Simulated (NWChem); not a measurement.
**SiH2 (SMILES [H][Si][H]): PBE0-D2/cc-pVTZ**

What is the vertical electron affinity of SiH2 at PBE0-D2/cc-pVTZ? 

The calculation is run with NWChem 7.3.0.

4 further runs of the same task are left out: 1 that didn't finish, 3 set aside as unsound or not needed.

### Step 1. The structure to begin with

SiH2 has 3 atoms, charge 0, and is taken as a singlet. As SMILES, `[H][Si][H]`. The coordinates come from a GFN2-xTB relaxation.

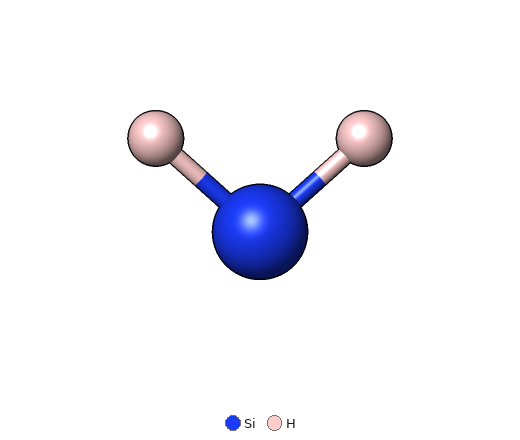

The structure, seen from a chosen angle (silicon blue, hydrogen pink).

### Step 2. Energy and one-electron properties at PBE0-D2/cc-pVTZ

File h2si.nw:

```
start h2si
memory total 2200 mb

geometry units angstrom noautosym nocenter noautoz
   Si       0.005220      -0.008160      -0.655700
   H        1.110230      -0.020010       0.337410
   H       -1.115450       0.028170       0.318290
end

basis spherical bse
   * library cc-pVTZ
end

dft
   xc pbe0
   disp vdw 2
   grid xfine
   print low
end

property
   octupole
   efieldgrad
   efield
end

task dft property
```

Started as:

```sh
$ nwchem h2si.nw > h2si.out
```

The log of the run:

```text
[...]
 d= 0,ls=0.0,diis     1   -290.4773959628 -3.01D+02  5.42D-03  1.02D-01     3.8
[...]
 d= 0,ls=0.0,diis     6   -290.4880988039 -2.13D-08  1.48D-06  7.54D-09    15.4
         Total DFT energy =     -290.488098803942
      One electron energy =     -422.297560714569
           Coulomb energy =      143.048974178639
    Exchange-Corr. energy =      -21.451458872840
 Nuclear repulsion energy =       10.212189584123
    Dispersion correction =       -0.000242979295
[...]
```

Run time: 17 s. Hardware: 1 thread of AMD EPYC 7R43 (Zen 3), shared host; peak memory 0.11 GiB.

### Step 3. The doublet anion at the same level

File run.nw:

```
start run
memory stack 880 mb heap 220 mb global 1100 mb
charge -1

geometry units angstrom noautosym nocenter noautoz
Si       0.005220      -0.008160      -0.655700
H        1.110230      -0.020010       0.337410
H       -1.115450       0.028170       0.318290
end

basis spherical bse
* library cc-pVTZ
end

dft
xc pbe0
mult 2
disp vdw 2
grid xfine
maxiter 150
end

property
octupole
efieldgrad
efield
end

task dft property
```

Started as:

```sh
$ nwchem run.nw > run.out
```

The log of the run:

```text
[...]
          Wavefunction type:  spin polarized.
          No. of atoms     :     3
          No. of electrons :    17
[...]
          Charge           :    -1
          Spin multiplicity:     2
[...]
          AO basis - number of functions:    62
[...]
              XC Information
              --------------
                         PBE0 Method XC Functional
                     Hartree-Fock (Exact) Exchange  0.250
          PerdewBurkeErnzerhof Exchange Functional  0.750
            Perdew 1991 LDA Correlation Functional  1.000 local
           PerdewBurkeErnz. Correlation Functional  1.000 non-local
[...]
 d= 0,ls=0.0,diis     1   -290.2985653462 -3.01D+02  1.67D-02  8.88D-01     5.1
[...]
 d= 0,ls=0.0,diis     8   -290.5248308718 -1.45D-08  1.35D-06  2.01D-09    28.5
[...]
         Total DFT energy =     -290.524830871829
      One electron energy =     -426.743593391986
           Coulomb energy =      147.675201712057
    Exchange-Corr. energy =      -21.668385796728
 Nuclear repulsion energy =       10.212189584123
    Dispersion correction =       -0.000242979295
[...]
      <S2> =      0.7581 (Exact =     0.7500)
[...]
```

It took 30 s on 1 thread of AMD EPYC 7R43 (Zen 3), shared host; peak memory 0.1 GiB.

### Step 4. What came out

At PBE0-D2/cc-pVTZ:

```
                                         quantity          value
                       singlet SiH2: total energy  -290.48810 Eh
                  singlet SiH2: dispersion energy   -0.64 kJ/mol
                      doublet anion: total energy  -290.52483 Eh
doublet anion: HOMO energy (highest over α and β)        1.20 eV
 doublet anion: LUMO energy (lowest over α and β)        4.45 eV
                 doublet anion: dispersion energy   -0.64 kJ/mol
                              doublet anion: ⟨S²⟩          0.758
vertical electron affinity (to the doublet anion)       1.000 eV
```

**Reading.** At fixed nuclei the extra electron is bound by 1.00 eV (96.4 kJ/mol). The basis has no diffuse functions, so the error can be as large as this value. The HOMO (doublet anion) lies at positive energy, 1.20 eV; only total energies tell whether the electron is bound.
